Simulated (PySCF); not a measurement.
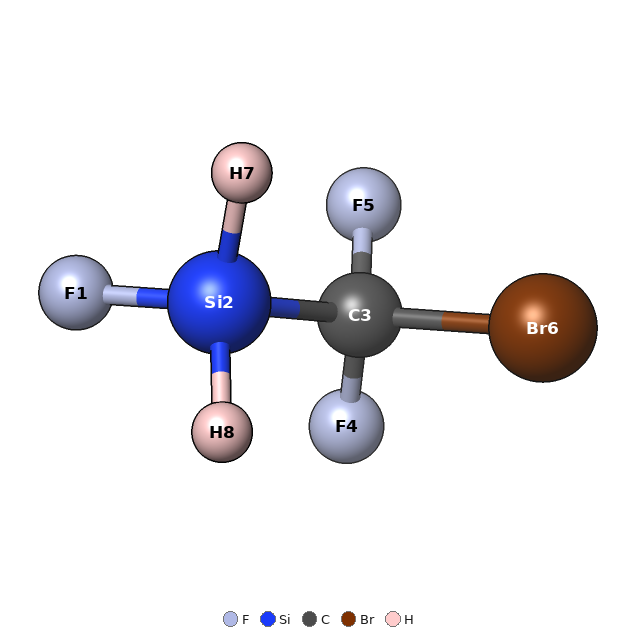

The geometry was computed by an optimisation with GFN2-xTB. No frequency run is at hand to confirm it as a minimum. Level of theory: delta-SCF UKS SCAN, pcX-2 on the ionised atom, pcseg-1 elsewhere, spin-free X2C (PySCF 2.14.0).

Give the core-electron binding energies (to vacuum; p and d levels without spin–orbit splitting) of F1 1s, Si2 1s, Si2 2p, C3 1s, F4 1s.

| atom | level | binding energy (eV) |
| --- | --- | --- |
| F1 | 1s | 693.1 |
| Si2 | 1s | 1848.8 |
| Si2 | 2p | 109.2 |
| C3 | 1s | 296.4 |
| F4 | 1s | 693.8 |

The geometry is semi-empirical. Around Br, Si such bond lengths and angles can be off by a tenth of an ångström or more and by several degrees, and values that hang on the shape move with them.
